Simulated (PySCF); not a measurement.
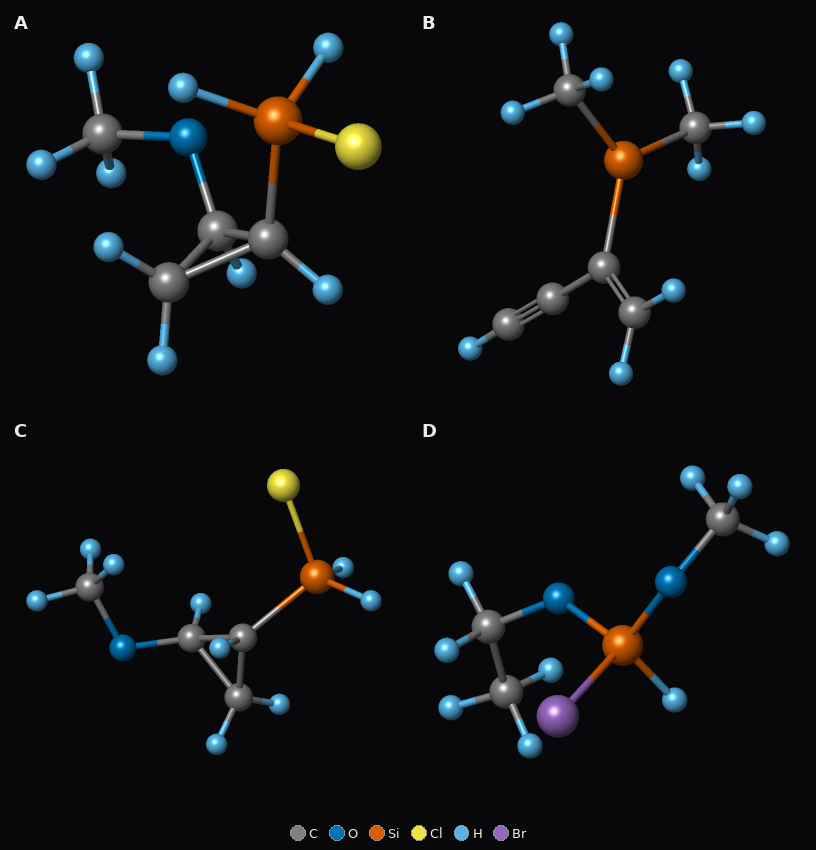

The picture comes from a calculation with PySCF.

Q: Match each picture to its SMILES.
(1) CO[C@@H]1C[C@H]1[SiH2]Cl
(2) CO[C@@H]1C[C@@H]1[SiH2]Cl
(3) C#CC(=C)[Si+](C)C
(4) CCO[Si@H](Br)OC

A: A is (2), B is (3), C is (1), D is (4).
